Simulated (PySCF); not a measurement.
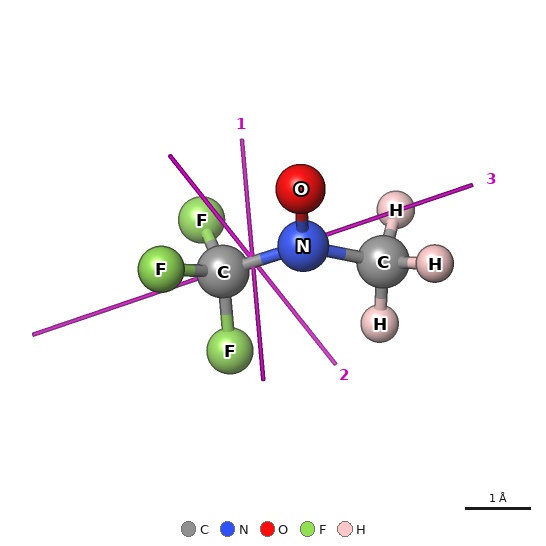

The three principal axes of inertia are drawn and numbered. Atoms fade into the background with distance from the viewer. State: neutral, doublet. The computed structure is the end point of a PBE0-D3(BJ)/def2-SVP optimisation. No frequency run is at hand to confirm it as a minimum. Masses are those of the most abundant isotopes; constants are for the rigid equilibrium geometry.

> Which line is the a axis (least moment of inertia), which b and which c?

a is line 3, b is line 2, c is line 1; the moments are 135, 196, 240 u Å².

> What kind of rotor is it, and what are its rotational constants in MHz?

An asymmetric top (C1): A = 3744, B = 2579, C = 2106 MHz. Ray's parameter κ is −0.42, nearer the prolate limit.
